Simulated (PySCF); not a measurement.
# LiHF+, an ion with solvent molecules: interaction energy, part 2 of 3

PySCF 2.14.0. Atoms count from 0, parts from 1.

### 5 Coupled-cluster interaction energy: CCSD(T) and MP2, 1.98 Å

Job settings and geometry (Å):

```
{"job": {"kind": "intercc", "basis": "aug-cc-pVDZ", "basis_mid": "aug-cc-pVTZ", "basis_large": "aug-cc-pVQZ"}, "charge": 1, "multiplicity": 1, "parts": [{"atoms": "0-0", "charge": 1, "multiplicity": 1}, {"atoms": "1-2", "charge": 0, "multiplicity": 1}]}
Li     0.437812    -0.006816     0.115304
F      1.262173     1.790432     0.001072
H      1.364267     2.715067    -0.057985
```

Method: CCSD(T)/aug-cc-pVDZ and MP2/aug-cc-pVTZ, aug-cc-pVQZ counterpoise interaction energy, frozen core, gas phase.

The log of the run:

```text
part 1, own basis, geometry of the cluster: E = -7.2363810859 (as before)

part 2, own basis, geometry of the cluster: E = -100.0601613015 (as before)

part 1, own basis, relaxed alone: E = -7.2363810859 (as before)

part 2, own basis, relaxed alone: E = -100.0608782358 (as before)

cluster
final grid: 2784 points
cycle   1  E = -107.3319137301  dE = -1.046e-02  |g| = 5.405e-02  |ddm| = 6.998e-01
cycle   2  E = -107.3324915823  dE = -5.779e-04  |g| = 2.361e-02  |ddm| = 1.645e-01
cycle   3  E = -107.3325773506  dE = -8.577e-05  |g| = 6.991e-03  |ddm| = 3.791e-02
cycle   4  E = -107.3325903089  dE = -1.296e-05  |g| = 1.122e-03  |ddm| = 2.224e-02
cycle   5  E = -107.3325908946  dE = -5.856e-07  |g| = 2.101e-04  |ddm| = 4.084e-03
cycle   6  E = -107.3325909156  dE = -2.104e-08  |g| = 2.948e-05  |ddm| = 5.661e-04
cycle   7  E = -107.3325909160  dE = -4.140e-10  |g| = 4.636e-06  |ddm| = 8.168e-05
converged SCF energy = -107.3325909160

part 1 in the basis of the cluster
final grid: 2784 points
cycle   1  E = -7.2363822188  dE = -1.137e-06  |g| = 1.714e-04  |ddm| = 3.324e-02
cycle   2  E = -7.2363822231  dE = -4.346e-09  |g| = 1.431e-05  |ddm| = 1.741e-03
cycle   3  E = -7.2363822232  dE = -3.462e-11  |g| = 7.792e-07  |ddm| = 1.211e-04
converged SCF energy = -7.2363822232

part 2 in the basis of the cluster
final grid: 2784 points
cycle   1  E = -100.0602783529  dE = -1.181e-04  |g| = 2.266e-03  |ddm| = 2.465e-01
cycle   2  E = -100.0602798059  dE = -1.453e-06  |g| = 2.810e-04  |ddm| = 2.620e-02
cycle   3  E = -100.0602798326  dE = -2.669e-08  |g| = 4.870e-05  |ddm| = 3.594e-03
cycle   4  E = -100.0602798329  dE = -3.727e-10  |g| = 1.728e-05  |ddm| = 1.521e-04
converged SCF energy = -100.0602798329

Interaction energy (kcal/mol)
  counterpoise      -20.799
  uncorrected       -21.039
  dispersion part     0.000
  deformation         0.071
  binding           -20.728

Decomposition of the uncorrected value (kcal/mol)
  electrostatic     -18.367
  Pauli               2.732
  orbital            -6.987
  dispersion          0.000
  correlation         1.583

Charge of each part in the cluster: 0.993 0.007
part 1, own basis, geometry of the cluster: E = -7.2363851836 (as before)

part 2, own basis, geometry of the cluster: E = -100.0675866286 (as before)

part 1, own basis, relaxed alone: E = -7.2363851836 (as before)

part 2, own basis, relaxed alone: E = -100.0683486734 (as before)

cluster
final grid: 2784 points
cycle   1  E = -107.3396603817  dE = -1.084e-02  |g| = 5.494e-02  |ddm| = 9.433e-01
cycle   2  E = -107.3402596050  dE = -5.992e-04  |g| = 2.405e-02  |ddm| = 1.777e-01
cycle   3  E = -107.3403468123  dE = -8.721e-05  |g| = 7.229e-03  |ddm| = 3.501e-02
cycle   4  E = -107.3403602247  dE = -1.341e-05  |g| = 1.193e-03  |ddm| = 2.120e-02
cycle   5  E = -107.3403608447  dE = -6.200e-07  |g| = 2.230e-04  |ddm| = 3.801e-03
cycle   6  E = -107.3403608676  dE = -2.290e-08  |g| = 3.089e-05  |ddm| = 6.121e-04
cycle   7  E = -107.3403608681  dE = -4.580e-10  |g| = 4.945e-06  |ddm| = 9.015e-05
converged SCF energy = -107.3403608681

part 1 in the basis of the cluster
final grid: 2784 points
cycle   1  E = -7.2363854955  dE = -3.166e-07  |g| = 9.421e-05  |ddm| = 1.964e-02
cycle   2  E = -7.2363854964  dE = -9.543e-10  |g| = 6.378e-06  |ddm| = 1.014e-03
converged SCF energy = -7.2363854964

part 2 in the basis of the cluster
final grid: 2784 points
cycle   1  E = -100.0676703520  dE = -8.401e-05  |g| = 1.852e-03  |ddm| = 4.103e-01
cycle   2  E = -100.0676713903  dE = -1.038e-06  |g| = 2.360e-04  |ddm| = 3.601e-02
cycle   3  E = -100.0676714106  dE = -2.034e-08  |g| = 3.904e-05  |ddm| = 4.554e-03
cycle   4  E = -100.0676714109  dE = -2.728e-10  |g| = 1.648e-05  |ddm| = 1.475e-04
converged SCF energy = -100.0676714109

Interaction energy (kcal/mol)
  counterpoise      -21.105
  uncorrected       -21.251
  dispersion part     0.000
  deformation         0.118
  binding           -20.986

Decomposition of the uncorrected value (kcal/mol)
  electrostatic     -18.310
  Pauli               2.717
  orbital            -7.242
  dispersion          0.000
  correlation         1.583

Charge of each part in the cluster: 0.992 0.008
part 1 in the basis of the cluster: E(HF) = -7.236124201  E2 = 0.000000000  E(CCSD corr) = 0.000000000  (T) = 0.000000000
part 2 in the basis of the cluster: E(HF) = -100.032862519  E2 = -0.223509789  E(CCSD corr) = -0.227133352  (T) = -0.004272060
cluster: E(HF) = -107.304467166  E2 = -0.220570988  E(CCSD corr) = -0.224407792  (T) = -0.003995167

Counterpoise interaction energy (kcal/mol)
  hf_small                 -22.264
  mp2_small                -20.420
  ccsd_small               -20.554
  ccsdt_small              -20.380
  hf_large                 -22.781
  mp2_large                -21.105
  hf_middle                -22.546
  mp2_middle               -20.799
  scs_mp2_large            -21.129
  mp2_limit                -21.156
  ccsdt_less_mp2             0.040
  ccsdt_limit_estimate     -21.116
  bsse_mp2_large             0.147
```

Run time: 4.5 s. Hardware: 1 thread of Arm Neoverse V1, shared host; peak memory 0.36 GiB.

Contacts at this geometry (a selection, picked against the atoms' radii; other short pairs can be missing):

| atoms | distance (Å) | kind (by distance and angle) | angle (°) |
| --- | --- | --- | --- |
| Li0···F1 | 1.98 | bonding distance | – |

Differences are taken before rounding.

| method | interaction energy (kcal/mol) | from CCSD(T), limit estimate (kcal/mol) |
| --- | --- | --- |
| HF/aug-cc-pVDZ | -22.26 | -1.15 |
| MP2/aug-cc-pVDZ | -20.42 | +0.70 |
| CCSD/aug-cc-pVDZ | -20.55 | +0.56 |
| CCSD(T)/aug-cc-pVDZ | -20.38 | +0.74 |
| HF/aug-cc-pVQZ | -22.78 | -1.67 |
| MP2/aug-cc-pVQZ | -21.10 | +0.01 |
| SCS-MP2/aug-cc-pVQZ | -21.13 | -0.01 |
| MP2, extrapolated | -21.16 | -0.04 |
| CCSD(T), limit estimate | -21.12 | 0 |

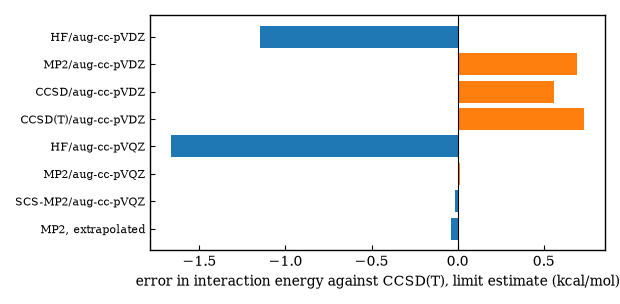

Error of each method against CCSD(T), limit estimate.

These energies keep the parts at their geometry in the cluster; deforming them to it costs 0.12 kcal/mol (MP2).

### 6 Coupled-cluster interaction energy: CCSD(T) and MP2, 1.71 Å

The job, as its differences from that of step 5:

```diff
@@ -2,3 +2,3 @@
 Li     0.437812    -0.006816     0.115304
-F      1.262173     1.790432     0.001072
-H      1.364267     2.715067    -0.057985
+F      1.149760     1.545353     0.016649
+H      1.251854     2.469988    -0.042408
```

Level: CCSD(T)/aug-cc-pVDZ and MP2/aug-cc-pVTZ, aug-cc-pVQZ counterpoise interaction energy, frozen core, gas phase.

The log of the run:

```text
part 1, own basis, geometry of the cluster: E = -7.2363810859 (as before)

part 2, own basis, geometry of the cluster: E = -100.0601613015 (as before)

part 1, own basis, relaxed alone: E = -7.2363810859 (as before)

part 2, own basis, relaxed alone: E = -100.0608782358 (as before)

cluster
final grid: 2784 points
cycle   1  E = -107.3328739900  dE = -1.656e-02  |g| = 7.065e-02  |ddm| = 1.258e+00
cycle   2  E = -107.3336910648  dE = -8.171e-04  |g| = 3.056e-02  |ddm| = 2.585e-01
cycle   3  E = -107.3338229725  dE = -1.319e-04  |g| = 8.183e-03  |ddm| = 4.668e-02
cycle   4  E = -107.3338383154  dE = -1.534e-05  |g| = 1.278e-03  |ddm| = 2.830e-02
cycle   5  E = -107.3338390686  dE = -7.532e-07  |g| = 2.625e-04  |ddm| = 5.251e-03
cycle   6  E = -107.3338391017  dE = -3.318e-08  |g| = 3.579e-05  |ddm| = 7.825e-04
cycle   7  E = -107.3338391023  dE = -5.786e-10  |g| = 5.343e-06  |ddm| = 1.033e-04
converged SCF energy = -107.3338391023

part 1 in the basis of the cluster
final grid: 2784 points
cycle   1  E = -7.2363823781  dE = -1.297e-06  |g| = 1.849e-04  |ddm| = 3.790e-02
cycle   2  E = -7.2363823831  dE = -4.969e-09  |g| = 1.597e-05  |ddm| = 1.960e-03
cycle   3  E = -7.2363823831  dE = -3.983e-11  |g| = 8.318e-07  |ddm| = 1.288e-04
converged SCF energy = -7.2363823831

part 2 in the basis of the cluster
final grid: 2784 points
cycle   1  E = -100.0603308154  dE = -1.707e-04  |g| = 2.803e-03  |ddm| = 3.394e-01
cycle   2  E = -100.0603329293  dE = -2.114e-06  |g| = 3.433e-04  |ddm| = 3.672e-02
cycle   3  E = -100.0603329678  dE = -3.857e-08  |g| = 5.365e-05  |ddm| = 5.056e-03
cycle   4  E = -100.0603329683  dE = -5.157e-10  |g| = 2.201e-05  |ddm| = 2.034e-04
converged SCF energy = -100.0603329683

Interaction energy (kcal/mol)
  counterpoise      -20.674
  uncorrected       -21.000
  dispersion part     0.000
  deformation         0.071
  binding           -20.603

Decomposition of the uncorrected value (kcal/mol)
  electrostatic     -22.632
  Pauli              10.224
  orbital           -10.996
  dispersion          0.000
  correlation         2.405

Charge of each part in the cluster: 0.990 0.010
part 1, own basis, geometry of the cluster: E = -7.2363851836 (as before)

part 2, own basis, geometry of the cluster: E = -100.0675866286 (as before)

part 1, own basis, relaxed alone: E = -7.2363851836 (as before)

part 2, own basis, relaxed alone: E = -100.0683486734 (as before)

cluster
final grid: 2784 points
cycle   1  E = -107.3410774458  dE = -1.728e-02  |g| = 7.205e-02  |ddm| = 1.674e+00
cycle   2  E = -107.3419247831  dE = -8.473e-04  |g| = 3.099e-02  |ddm| = 3.181e-01
cycle   3  E = -107.3420575815  dE = -1.328e-04  |g| = 8.512e-03  |ddm| = 4.637e-02
cycle   4  E = -107.3420733689  dE = -1.579e-05  |g| = 1.343e-03  |ddm| = 3.115e-02
cycle   5  E = -107.3420741547  dE = -7.858e-07  |g| = 2.785e-04  |ddm| = 5.171e-03
cycle   6  E = -107.3420741908  dE = -3.616e-08  |g| = 3.780e-05  |ddm| = 9.797e-04
cycle   7  E = -107.3420741915  dE = -6.493e-10  |g| = 5.670e-06  |ddm| = 1.160e-04
converged SCF energy = -107.3420741915

part 1 in the basis of the cluster
final grid: 2784 points
cycle   1  E = -7.2363856392  dE = -4.611e-07  |g| = 1.020e-04  |ddm| = 2.921e-02
cycle   2  E = -7.2363856403  dE = -1.079e-09  |g| = 6.352e-06  |ddm| = 1.356e-03
cycle   3  E = -7.2363856403  dE = -4.816e-12  |g| = 2.999e-07  |ddm| = 8.760e-05
converged SCF energy = -7.2363856403

part 2 in the basis of the cluster
final grid: 2784 points
cycle   1  E = -100.0676959733  dE = -1.097e-04  |g| = 2.168e-03  |ddm| = 5.051e-01
cycle   2  E = -100.0676973965  dE = -1.423e-06  |g| = 2.831e-04  |ddm| = 4.729e-02
cycle   3  E = -100.0676974259  dE = -2.943e-08  |g| = 4.512e-05  |ddm| = 6.179e-03
cycle   4  E = -100.0676974263  dE = -3.938e-10  |g| = 2.014e-05  |ddm| = 1.858e-04
converged SCF energy = -100.0676974263

Interaction energy (kcal/mol)
  counterpoise      -21.324
  uncorrected       -21.507
  dispersion part     0.000
  deformation         0.118
  binding           -21.206

Decomposition of the uncorrected value (kcal/mol)
  electrostatic     -22.495
  Pauli              10.052
  orbital           -11.467
  dispersion          0.000
  correlation         2.403

Charge of each part in the cluster: 0.989 0.011
part 1 in the basis of the cluster: E(HF) = -7.236125361  E2 = 0.000000000  E(CCSD corr) = 0.000000000  (T) = 0.000000000
part 2 in the basis of the cluster: E(HF) = -100.032912982  E2 = -0.223611586  E(CCSD corr) = -0.227238870  (T) = -0.004293212
cluster: E(HF) = -107.305317565  E2 = -0.219161464  E(CCSD corr) = -0.223214887  (T) = -0.003890869

Counterpoise interaction energy (kcal/mol)
  hf_small                 -22.766
  mp2_small                -19.973
  ccsd_small               -20.241
  ccsdt_small              -19.988
  hf_large                 -23.840
  mp2_large                -21.324
  hf_middle                -23.296
  mp2_middle               -20.674
  scs_mp2_large            -21.396
  mp2_limit                -21.401
  ccsdt_less_mp2            -0.015
  ccsdt_limit_estimate     -21.416
  bsse_mp2_large             0.183
```

It took 4.5 s on 1 thread of Arm Neoverse V1, shared host; peak memory 0.36 GiB.

Contacts at this geometry (a selection, picked against the atoms' radii; other short pairs can be missing):

```csv
atoms,distance (Å),kind (by distance and angle),angle (°)
Li0···F1,1.71,bonding distance,–
```

Differences are taken before rounding.

```csv
method,interaction energy (kcal/mol),"from CCSD(T), limit estimate (kcal/mol)"
HF/aug-cc-pVDZ,-22.77,-1.35
MP2/aug-cc-pVDZ,-19.97,+1.44
CCSD/aug-cc-pVDZ,-20.24,+1.18
CCSD(T)/aug-cc-pVDZ,-19.99,+1.43
HF/aug-cc-pVQZ,-23.84,-2.42
MP2/aug-cc-pVQZ,-21.32,+0.09
SCS-MP2/aug-cc-pVQZ,-21.40,+0.02
"MP2, extrapolated",-21.40,+0.01
"CCSD(T), limit estimate",-21.42,0
```

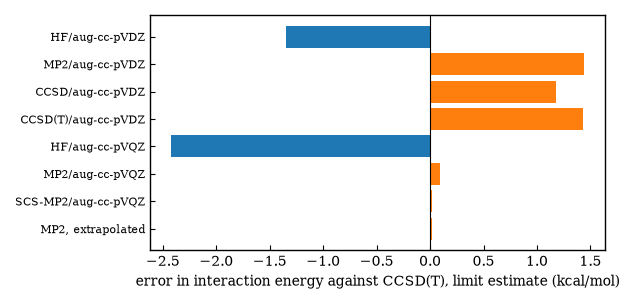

Deviations from CCSD(T), limit estimate, method by method.

These energies keep the parts at their geometry in the cluster; deforming them to it costs 0.12 kcal/mol (MP2).

### 7 Coupled-cluster interaction energy: CCSD(T) and MP2, 2.25 Å

The job, as its differences from that of step 6:

```diff
@@ -2,3 +2,3 @@
 Li     0.437812    -0.006816     0.115304
-F      1.149760     1.545353     0.016649
-H      1.251854     2.469988    -0.042408
+F      1.374586     2.035512    -0.014505
+H      1.476680     2.960146    -0.073562
```

With the program's defaults for keys left out, this is: CCSD(T)/aug-cc-pVDZ and MP2/aug-cc-pVTZ, aug-cc-pVQZ counterpoise interaction energy, frozen core, gas phase.

The log of the run:

```text
part 1, own basis, geometry of the cluster: E = -7.2363810859 (as before)

part 2, own basis, geometry of the cluster: E = -100.0601613015 (as before)

part 1, own basis, relaxed alone: E = -7.2363810859 (as before)

part 2, own basis, relaxed alone: E = -100.0608782358 (as before)

cluster
final grid: 2784 points
cycle   1  E = -107.3264411808  dE = -6.817e-03  |g| = 4.289e-02  |ddm| = 4.585e-01
cycle   2  E = -107.3268509452  dE = -4.098e-04  |g| = 1.901e-02  |ddm| = 1.217e-01
cycle   3  E = -107.3269102829  dE = -5.934e-05  |g| = 5.853e-03  |ddm| = 3.121e-02
cycle   4  E = -107.3269204857  dE = -1.020e-05  |g| = 9.626e-04  |ddm| = 1.790e-02
cycle   5  E = -107.3269209311  dE = -4.454e-07  |g| = 1.775e-04  |ddm| = 3.212e-03
cycle   6  E = -107.3269209465  dE = -1.537e-08  |g| = 2.534e-05  |ddm| = 4.673e-04
cycle   7  E = -107.3269209468  dE = -3.151e-10  |g| = 3.957e-06  |ddm| = 7.059e-05
converged SCF energy = -107.3269209468

part 1 in the basis of the cluster
final grid: 2784 points
cycle   1  E = -7.2363820313  dE = -9.491e-07  |g| = 1.560e-04  |ddm| = 2.733e-02
cycle   2  E = -7.2363820352  dE = -3.901e-09  |g| = 1.406e-05  |ddm| = 1.463e-03
cycle   3  E = -7.2363820352  dE = -3.450e-11  |g| = 6.849e-07  |ddm| = 1.094e-04
converged SCF energy = -7.2363820352

part 2 in the basis of the cluster
final grid: 2784 points
cycle   1  E = -100.0602323592  dE = -7.186e-05  |g| = 1.691e-03  |ddm| = 1.821e-01
cycle   2  E = -100.0602332297  dE = -8.706e-07  |g| = 2.115e-04  |ddm| = 1.922e-02
cycle   3  E = -100.0602332457  dE = -1.592e-08  |g| = 3.587e-05  |ddm| = 2.578e-03
cycle   4  E = -100.0602332459  dE = -1.966e-10  |g| = 1.288e-05  |ddm| = 1.061e-04
converged SCF energy = -100.0602332459

Interaction energy (kcal/mol)
  counterpoise      -17.753
  uncorrected       -17.924
  dispersion part     0.000
  deformation         0.071
  binding           -17.682

Decomposition of the uncorrected value (kcal/mol)
  electrostatic     -15.206
  Pauli               0.722
  orbital            -4.579
  dispersion          0.000
  correlation         1.139

Charge of each part in the cluster: 0.996 0.004
part 1, own basis, geometry of the cluster: E = -7.2363851836 (as before)

part 2, own basis, geometry of the cluster: E = -100.0675866286 (as before)

part 1, own basis, relaxed alone: E = -7.2363851836 (as before)

part 2, own basis, relaxed alone: E = -100.0683486734 (as before)

cluster
final grid: 2784 points
cycle   1  E = -107.3339988011  dE = -7.007e-03  |g| = 4.349e-02  |ddm| = 5.633e-01
cycle   2  E = -107.3344227339  dE = -4.239e-04  |g| = 1.941e-02  |ddm| = 1.150e-01
cycle   3  E = -107.3344833913  dE = -6.066e-05  |g| = 6.028e-03  |ddm| = 2.703e-02
cycle   4  E = -107.3344939782  dE = -1.059e-05  |g| = 1.025e-03  |ddm| = 1.536e-02
cycle   5  E = -107.3344944497  dE = -4.715e-07  |g| = 1.874e-04  |ddm| = 2.934e-03
cycle   6  E = -107.3344944663  dE = -1.662e-08  |g| = 2.652e-05  |ddm| = 4.627e-04
cycle   7  E = -107.3344944666  dE = -3.456e-10  |g| = 4.238e-06  |ddm| = 7.978e-05
converged SCF energy = -107.3344944666

part 1 in the basis of the cluster
final grid: 2784 points
cycle   1  E = -7.2363854217  dE = -2.418e-07  |g| = 7.620e-05  |ddm| = 1.437e-02
cycle   2  E = -7.2363854224  dE = -6.639e-10  |g| = 5.339e-06  |ddm| = 7.244e-04
converged SCF energy = -7.2363854224

part 2 in the basis of the cluster
final grid: 2784 points
cycle   1  E = -100.0676444967  dE = -5.802e-05  |g| = 1.499e-03  |ddm| = 2.849e-01
cycle   2  E = -100.0676451985  dE = -7.019e-07  |g| = 1.887e-04  |ddm| = 2.765e-02
cycle   3  E = -100.0676452117  dE = -1.316e-08  |g| = 3.224e-05  |ddm| = 3.661e-03
cycle   4  E = -100.0676452119  dE = -1.744e-10  |g| = 1.265e-05  |ddm| = 9.513e-05
converged SCF energy = -100.0676452119

Interaction energy (kcal/mol)
  counterpoise      -17.903
  uncorrected       -18.017
  dispersion part     0.000
  deformation         0.118
  binding           -17.785

Decomposition of the uncorrected value (kcal/mol)
  electrostatic     -15.176
  Pauli               0.731
  orbital            -4.708
  dispersion          0.000
  correlation         1.136

Charge of each part in the cluster: 0.995 0.005
part 1 in the basis of the cluster: E(HF) = -7.236123961  E2 = 0.000000000  E(CCSD corr) = 0.000000000  (T) = 0.000000000
part 2 in the basis of the cluster: E(HF) = -100.032841099  E2 = -0.223423703  E(CCSD corr) = -0.227041431  (T) = -0.004254322
cluster: E(HF) = -107.298999407  E2 = -0.221303453  E(CCSD corr) = -0.225016124  (T) = -0.004049578

Counterpoise interaction energy (kcal/mol)
  hf_small                 -18.847
  mp2_small                -17.516
  ccsd_small               -17.576
  ccsdt_small              -17.448
  hf_large                 -19.116
  mp2_large                -17.903
  hf_middle                -19.017
  mp2_middle               -17.753
  scs_mp2_large            -17.903
  mp2_limit                -17.941
  ccsdt_less_mp2             0.069
  ccsdt_limit_estimate     -17.872
  bsse_mp2_large             0.114
```

Run time: 4.5 s. Hardware: 1 thread of Arm Neoverse V1, shared host; peak memory 0.36 GiB.

Contacts at this geometry (a selection, picked against the atoms' radii; other short pairs can be missing):

```
   atoms  distance (Å)  kind (by distance and angle)  angle (°)
Li0···F1          2.25                  coordination          –
```

Differences are taken before rounding.

```csv
method,interaction energy (kcal/mol),"from CCSD(T), limit estimate (kcal/mol)"
HF/aug-cc-pVDZ,-18.85,-0.98
MP2/aug-cc-pVDZ,-17.52,+0.36
CCSD/aug-cc-pVDZ,-17.58,+0.30
CCSD(T)/aug-cc-pVDZ,-17.45,+0.42
HF/aug-cc-pVQZ,-19.12,-1.24
MP2/aug-cc-pVQZ,-17.90,-0.03
SCS-MP2/aug-cc-pVQZ,-17.90,-0.03
"MP2, extrapolated",-17.94,-0.07
"CCSD(T), limit estimate",-17.87,0
```

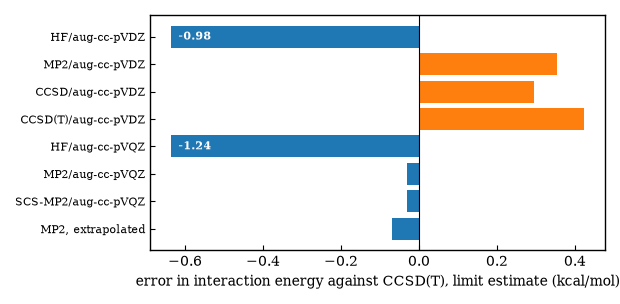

Deviations from CCSD(T), limit estimate, method by method. Bars with a number in them are cut short.

These energies keep the parts at their geometry in the cluster; deforming them to it costs 0.12 kcal/mol (MP2).

(Part 2 of 3 ends here.)
